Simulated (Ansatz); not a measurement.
**singlet SiH3O+ at 6 levels**

Wanted: a comparison of 6 runs (B2PLYP/STO-3G, BHLYP/STO-3G, BLYP/STO-3G, HSE06/STO-3G, PBE0/STO-3G, wB97X/STO-3G) of singlet SiH3O+. 

The calculation is run with Ansatz 0.2.0.

65 further runs of the same task are left out: 16 that didn't finish, 49 set aside as unsound or not needed.

## 1. Starting point

SiH3O+: 5 atoms, total charge +1, spin state singlet. SMILES of the parent species: `[O][SiH3]`. The coordinates come from a GFN2-xTB relaxation. That shape belongs to the parent species and isn't relaxed for this state.

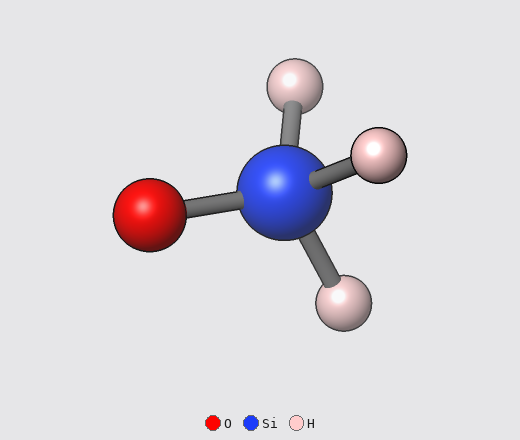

Viewed from a chosen angle; oxygen red, silicon blue, hydrogen pink.

## 2. A single-point energy at B2PLYP/STO-3G (run 1)

File job.yaml:

```yaml
crystal:
  periodic: [false, false, false]
  atoms:
    - {symbol: O, position_ang: [-1.416610, 0.267850, 0.690210]}
    - {symbol: Si, position_ang: [-0.065850, 0.007840, 0.019870]}
    - {symbol: H, position_ang: [-0.120650, -0.242400, -1.447490]}
    - {symbol: H, position_ang: [0.685890, -1.159260, 0.572930]}
    - {symbol: H, position_ang: [0.917210, 1.125960, 0.164480]}
basis:
  gaussian:
    orbitals: STO-3G
total_charge: 1
hamiltonian:
  xc: {name: B2PLYP}
correlation:
  frozen_orbitals: {H: 0, O: 1, Si: 5}
accuracy: high
```

The run is started by

```console
$ ansatz run job.yaml --threads 1 --pin off --max-ram 2610MiB --events-out events.jsonl --progress --plain --runs-dir runs
```

What it wrote:

```text
Warning: RAYON_NUM_THREADS=1 ignored (pool sized by the plan → 1); use --threads N
Functional definition: B2PLYP
  name "B2PLYP"
  parameter a = 0.53
  parameter c = 0.27
  exchange = (1 - a)*b88_x + a*exact_x
  correlation = (1 - c)*lyp_c + c*(mp2_os + mp2_ss)
290 factors; integrals over basis functions are off by at most 2.8e-8 eV
mean field evaluation 1: about -9813.9574 eV, gradient 5.3e1 eV
mean field evaluation 2: about -9813.9490 eV, gradient 5.3e1 eV
mean field evaluation 4: about -9820.3965 eV, gradient 5.9e1 eV
mean field evaluation 8: about -9832.8916 eV, gradient 3.8e-1 eV
mean field evaluation 16: about -9832.8867 eV, gradient 2.4e-2 eV
mean field evaluation 32: about -9832.9582 eV, gradient 1.4e-1 eV
mean field evaluation 64: about -9782.8861 eV, gradient 3.2e1 eV
mean field evaluation 96: about -9832.9609 eV, gradient 1.2e-1 eV
mean field -9832.97067514 eV, -361.3550072844 hartree, gradient 2.8e-8 eV, S^2 0.000000; 6 other end points of the search recorded, 0 dependent functions left out; unrestricted orbitals would lower it
6 core orbitals not correlated: weight in the atoms' cores, before any rotation towards them, 1.000 or more for the frozen orbitals, at most 0.000 for the correlated occupied ones
reference -9832.97069065 eV, -361.3550078545 hartree; 6, 6 occupied and 5, 5 virtual orbitals, 290 factors
second order -4.13226775 eV of doubles, -0.00000000 eV of singles
Total energy: -9834.08640294 eV, -361.3960095250 hartree
```

It took 4.5 s on 1 thread of Arm Neoverse V1, shared host; peak memory 0.095 GiB.

## 3. The energy at BHLYP/STO-3G (run 2)

Edit job.yaml of step 2 so:

```diff
@@ -13,5 +13,3 @@
 hamiltonian:
-  xc: {name: B2PLYP}
-correlation:
-  frozen_orbitals: {H: 0, O: 1, Si: 5}
+  xc: {name: BHLYP}
 accuracy: high
```

The run is started by

```console
$ ansatz run job.yaml --threads 1 --pin off --max-ram 2610MiB --events-out events.jsonl --progress --plain --runs-dir runs
```

What it wrote:

```text
Warning: RAYON_NUM_THREADS=1 ignored (pool sized by the plan → 1); use --threads N
Functional definition: BHLYP
  name "BHLYP"
  parameter a = 0.5
[... 1 set-up line as earlier in the session ...]
  correlation = lyp_c
290 factors; integrals over basis functions are off by at most 2.8e-8 eV
mean field evaluation 1: about -9820.3378 eV, gradient 5.3e1 eV
mean field evaluation 2: about -9725.6938 eV, gradient 1.9e2 eV
mean field evaluation 4: about -9835.3371 eV, gradient 3.1e1 eV
mean field evaluation 8: about -9839.4212 eV, gradient 2.1e-1 eV
mean field evaluation 16: about -9839.4133 eV, gradient 4.0e-1 eV
mean field evaluation 32: about -9839.4799 eV, gradient 3.6e-2 eV
mean field -9839.47998231 eV, -361.5942199109 hartree, gradient 8.5e-9 eV, S^2 0.000000; 4 other end points of the search recorded, 0 dependent functions left out
reference -9839.47999887 eV, -361.5942205195 hartree; 12, 12 occupied and 5, 5 virtual orbitals, 290 factors
Total energy: -9839.47999887 eV, -361.5942205195 hartree
```

Run time: 3.3 s. Hardware: 1 thread of Arm Neoverse V1, shared host; peak memory 0.091 GiB.

Run 3 isn't shown in full; the table further down has it.

## 4. The energy at HSE06/STO-3G (run 4)

Edit job.yaml of step 3 so:

```diff
@@ -9,7 +9,5 @@
 basis:
-  gaussian:
-    orbitals: STO-3G
+  gaussian: {orbitals: STO-3G}
 total_charge: 1
-hamiltonian:
-  xc: {name: BHLYP}
+hamiltonian: {xc: hse06}
 accuracy: high
```

The run is started by

```console
$ ansatz run job.yaml --threads 1 --pin off --max-ram 2610MiB --events-out events.jsonl --progress --plain --runs-dir runs
```

What it wrote:

```text
Warning: RAYON_NUM_THREADS=1 ignored (pool sized by the plan → 1); use --threads N
Functional definition: HSE06
  name "HSE06"
  parameter a = 0.25
  parameter omega = 0.11/bohr
  exchange = pbe_x - a*pbe_x_sr(omega) + a*exact_x_sr(omega)
  correlation = pbe_c
290 factors; integrals over basis functions are off by at most 2.8e-8 eV
52 factors; integrals over basis functions are off by at most 1.5e-9 eV
mean field evaluation 1: about -9815.1133 eV, gradient 5.6e1 eV
mean field evaluation 2: about -9614.2770 eV, gradient 2.1e2 eV
mean field evaluation 4: about -9831.4001 eV, gradient 2.9e1 eV
mean field evaluation 8: about -9834.9913 eV, gradient 8.5e-1 eV
mean field evaluation 16: about -9834.9673 eV, gradient 1.2e-2 eV
mean field evaluation 32: about -9835.0165 eV, gradient 6.9e-1 eV
mean field evaluation 64: about -9834.7286 eV, gradient 6.5e0 eV
mean field -9835.03364070 eV, -361.4308198705 hartree, gradient 7.4e-8 eV, S^2 0.000000; 6 other end points of the search recorded, 0 dependent functions left out
reference -9835.03364235 eV, -361.4308199310 hartree; 12, 12 occupied and 5, 5 virtual orbitals, 290 factors
Total energy: -9835.03364235 eV, -361.4308199310 hartree
```

It took 3.6 s on 1 thread of Arm Neoverse V1, shared host; peak memory 0.092 GiB.

Run 5 isn't shown in full; the table further down has it.

## 5. The energy at wB97X/STO-3G (run 6)

File job.yaml:

```yaml
crystal:
  periodic: [false, false, false]
  atoms:
    - symbol: O
      position_ang: [-1.416610, 0.267850, 0.690210]
    - symbol: Si
      position_ang: [-0.065850, 0.007840, 0.019870]
    - symbol: H
      position_ang: [-0.120650, -0.242400, -1.447490]
    - symbol: H
      position_ang: [0.685890, -1.159260, 0.572930]
    - symbol: H
      position_ang: [0.917210, 1.125960, 0.164480]
basis:
  gaussian:
    orbitals: STO-3G
total_charge: 1
hamiltonian:
  xc: {name: wB97X}
accuracy: high
```

The run is started by

```console
$ ansatz run job.yaml --threads 1 --pin off --max-ram 2610MiB --events-out events.jsonl --progress --plain --runs-dir runs
```

What it wrote (excerpt; [...] marks lines left out):

```text
Warning: RAYON_NUM_THREADS=1 ignored (pool sized by the plan → 1); use --threads N
Functional definition: wB97X
  name "wB97X"
[...]
      + exact_x_lr(omega)
[...]
      + integral(e_c_pw_opposite_spin*poly(b97_u_opposite, 1, cos1, cos2, cos3, cos4))
290 factors; integrals over basis functions are off by at most 2.8e-8 eV
131 factors; integrals over basis functions are off by at most 8.1e-10 eV
[...]
mean field -9839.68045853 eV, -361.6015872759 hartree, gradient 1.1e-8 eV, S^2 0.000000; 4 other end points of the search recorded, 0 dependent functions left out
reference -9839.68045707 eV, -361.6015872225 hartree; 12, 12 occupied and 5, 5 virtual orbitals, 290 factors
Total energy: -9839.68045707 eV, -361.6015872225 hartree
```

Wall time 14 s (1 thread of Arm Neoverse V1, shared host); peak memory 0.22 GiB.

## 6. Overview of the runs

| run | level | frozen core orbitals | energy (Eh) | wall time |
| --- | --- | --- | --- | --- |
| 1 | B2PLYP/STO-3G | 6 | -361.396010 | 4.5 s |
| 2 | BHLYP/STO-3G | – | -361.594221 | 3.3 s |
| 3 | BLYP/STO-3G | – | -361.591466 | 2.7 s |
| 4 | HSE06/STO-3G | – | -361.430820 | 3.6 s |
| 5 | PBE0/STO-3G | – | -361.439646 | 2.8 s |
| 6 | wB97X/STO-3G | – | -361.601587 | 14 s |

## 7. Outcome

| quantity | value |
| --- | --- |
| run 6: total energy | -361.60159 Eh |

What this shows: Totals of different functionals can't be ranked against each other. In run 1 the log says that unrestricted orbitals would lower the reference, so the values rest on an unstable closed-shell determinant (other closed-shell runs at this shape may share the fault). In runs 1, 2, 3, 4, 5, 6 the basis is minimal, so the values are rough. All runs together took 31 s, the longest 14 s.
